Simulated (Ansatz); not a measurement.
System: GaPdC2N2.

Input file:

```
crystal:
  lattice:
    - [2.613531165, -1.5092531181, 0.0]
    - [2.613531165, 1.5092531181, 0.0]
    - [-0.1575145686, 0.0, 10.3405183438]
  atoms:
    - { symbol: Ga, position: [0.0, 0.0, 0.0] }
    - { symbol: Pd, position: [0.0, 0.0, 0.5] }
    - { symbol: C, position: [0.996237695, 0.996237695, 0.8002385669] }
    - { symbol: C, position: [0.003762305, 0.003762305, 0.1997614331] }
    - { symbol: "N", position: [0.997896803, 0.997896803, 0.6877981964] }
    - { symbol: "N", position: [0.002103197, 0.002103197, 0.3122018036] }
basis:
  ecutwfc: 420
kpoints:
  mp_grid: { grid: [14, 14, 4] }
hamiltonian:
  xc: pbe
scf:
  occupations: { method: gaussian, width: 0.1 }
output:
  forces: true
  stress: true
  eigenvalues: true
  write_density: true
  write_potential: true
  elf: true
  volumetric_format: npy
relax:
  adjacent_minimum: "off"
  f_tol: 0.01
  max_steps: 80
  cell: { stress_tol: 0.05 }
```

Launched as:

```sh
ansatz run input.yaml --threads 1 --pin off --max-ram 2560MiB --backend cpu --events-out ev --progress --plain --runs-dir out
```

Below, planes, directions and counts refer to the conventional cell (a = 3.02 Å, b = 3.02 Å, c = 10.34 Å, α = 90.00°, β = 90.01°, γ = 120.00°).

The fields are those of the run's last geometry, not of the input's.

Space group P6/mmm; a structure generated by program, which may or may not match a known phase; computed without spin polarisation.

The calculation used DFT PBE, scalar-relativistic, plane waves, PAW (Ansatz).

Question: Predict the valence pseudo-density and electron localisation function between the atoms.

Answer: C–N (1.16 Å): ρ at the midpoint is about 3.5 e/Å³; the ELF peaks at about 0.85 between the atoms.
Pd–N (1.94 Å): the density is about 0.92 e/Å³ at the midpoint; the ELF peaks at about 0.90 in the valence shell of N, 0.6 Å from its nucleus, and is about 0.20 at the midpoint.
Ga–C (2.07 Å): ρ is about 0.64 e/Å³ halfway; the ELF peaks at about 0.95 in the valence shell of C, 0.7 Å from its nucleus, and is about 0.50 at the midpoint.

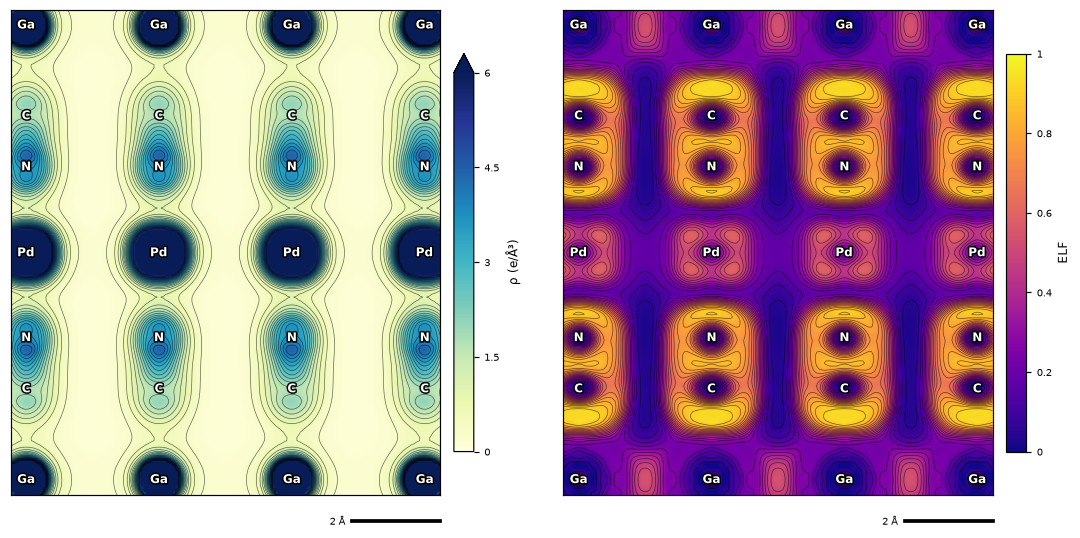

Computed valence pseudo-density and electron localisation function on the (010) plane of the conventional cell, in this order. 

Core electrons are frozen (PAW), and the valence fields are smoothed inside the atomic spheres.
